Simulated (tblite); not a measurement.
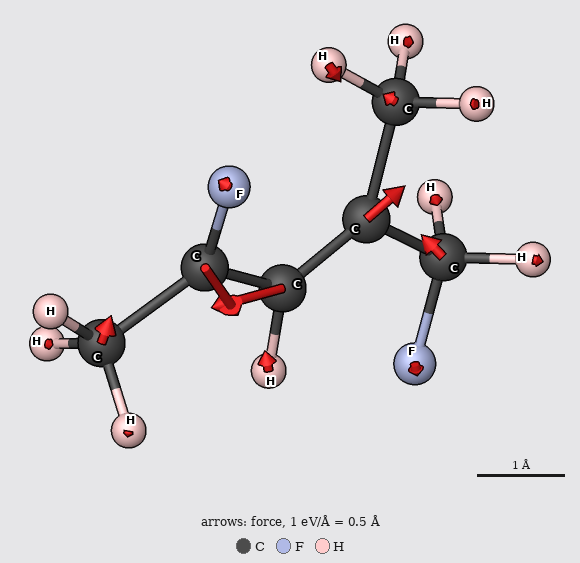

Starting geometry of C6H9F2 (multiplicity 2) with the computed forces as red arrows. A ball-and-stick model, seen from a free direction.

Theory: tblite, GFN2-xTB geometry optimisation, gas phase. 

Is this structure relaxed? If not, where do the atoms go?

Answer. It isn't relaxed: the largest force vector, on C atoms, is 2.22 eV/Å. The final displacements have little in common with the starting forces (cosine between the two patterns 0.07). After 187 geometry steps the energy has fallen by 4.95 kcal/mol. The atom that moves furthest after the best rigid fit is an H atom (1.07 Å). By element the largest moves are H 1.07 Å, F 0.55 Å, C 0.15 Å. Some distances before and after: C–C 1.436 → 1.372 Å, C–C 1.346 → 1.381 Å, C–C 1.503 → 1.483 Å, C–F 1.342 → 1.359 Å. Bond angles that change, for instance: C–C–C 120.7° → 126.4°, C–C–F 118.8° → 113.1°, H–C–H 105.4° → 108.8°. Groups turn about C–C by about 65°, C–C by about 45°. Cost: 0.91 s on 1 thread of Arm Neoverse V2 (shared host).
